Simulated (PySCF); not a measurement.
Molecule: SMILES CC(=O)[SiH2]SC (C₃H₈OSSi), singlet. Atoms near the plane z = 0.8 Å, at the GFN2-xTB optimised geometry (x, y, z in Å): Si3 (0.4, 0.8, 0.0), C4 (-1.5, 0.8, 0.0), C5 (-2.2, -0.5, 0.0), O6 (-2.1, 1.9, 0.0), H9 (3.1, -0.6, 0.6), H10 (0.9, 1.2, 1.3), H12 (-2.0, -1.0, 0.9), H13 (-3.3, -0.3, 0.0).

Computed with PBE0/def2-TZVP in PySCF 2.14.0. The values are rescaled to run from 0 to 1.

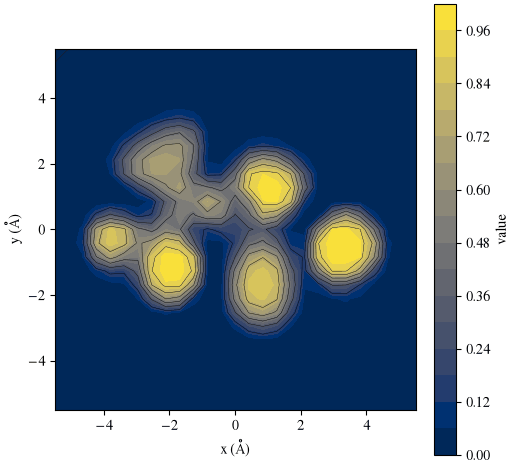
Fig. 1. a field on the plane z = 0.8 Å.

Q: Which quantity is mapped?
A. electron localisation function
B. deformation density (molecule minus spherical neutral atoms)
C. an orbital amplitude
D. electrostatic potential

A: A, electron localisation function
